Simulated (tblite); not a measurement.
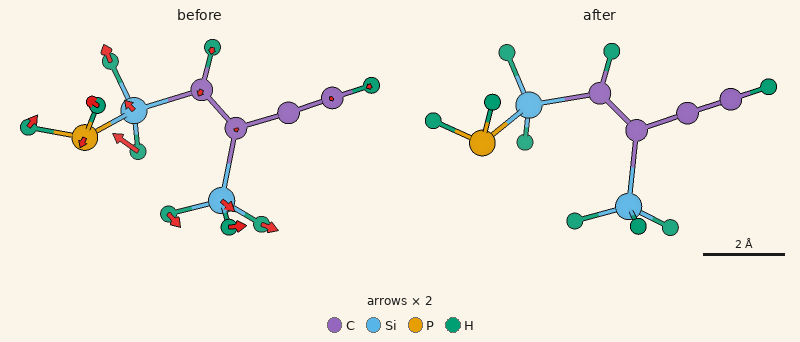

The structure of C₄H₉PSi₂ before (left) and after (right) a relaxation, at one scale. The red arrows give the displacements, magnified 2 times.

The picture is a ball-and-stick view, seen face on.

These are results of tblite 0.8.0, GFN2-xTB geometry optimisation, gas phase, not measurements. 

Question: What changed between the two?

Answer: The atom that moves furthest after the best rigid fit is an H atom (0.41 Å). By element the largest moves are H 0.41 Å, Si 0.23 Å, P 0.15 Å, C 0.10 Å. Near-neighbour distances that change, for instance: Si–Si 3.239 → 3.644 Å, H–P 1.465 → 1.383 Å, C–Si 1.831 → 1.898 Å, P–Si 2.193 → 2.249 Å. Bond angles that change, for instance: H–P–H 107.8° → 92.2°, Si–P–H 110.0° → 95.3°, Si–P–H 106.9° → 95.4°. Over 49 geometry steps the energy falls by 18.4 kcal/mol.
